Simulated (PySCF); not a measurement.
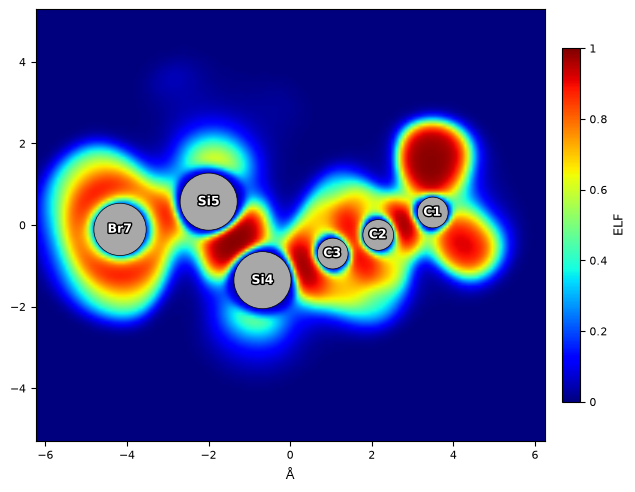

C3H9BrSi3. Electron localisation function on the plane of atoms C3, Si4 and Si5. Grey discs cover the atomic cores.

Geometry: GFN2-xTB.

Theory: PySCF 2.14.0, CAM-B3LYP/def2-SVPD, SCF density, gas phase.

| atom | x (Å) | y (Å) | z (Å) |
| --- | --- | --- | --- |
| C | -3.3246 | 1.0091 | -0.2189 |
| C | -2.2227 | 0.2468 | 0.3228 |
| C | -1.3015 | -0.3878 | 0.7722 |
| Si | 0.1255 | -1.3599 | 1.4125 |
| Si | 1.7626 | -1.0794 | -0.2264 |
| Si | 2.5336 | 1.0488 | -0.7392 |
| Br | 3.5655 | -2.3172 | 0.4148 |
| H | -2.9521 | 1.7634 | -0.9125 |
| H | -4.0087 | 0.3480 | -0.7513 |
| H | -3.8671 | 1.5053 | 0.5857 |
| H | 0.5395 | -0.7928 | 2.7034 |
| H | -0.3096 | -2.7461 | 1.6202 |
| H | 1.4194 | -1.8300 | -1.4449 |
| H | 3.0187 | 1.7141 | 0.4711 |
| H | 3.6128 | 1.0755 | -1.7265 |
| H | 1.4010 | 1.8111 | -1.2678 |

### What does the map show?

Atoms in the plane: C, Si and Br.
C–C (1.21 Å): the ELF peaks at about 0.85 between the atoms; a short, multiple covalent bond.
C–Si (1.84 Å): the ELF peaks at about 0.95 between the atoms, as expected for a covalent bond.
Si–Br (2.28 Å): the ELF peaks at about 0.85 between the atoms (a polar covalent bond).
Si–Si (2.33 Å): the ELF peaks at about 1 between the atoms; a covalent bond.
The ELF also peaks beside Br7, away from the bonds: lone-pair regions.
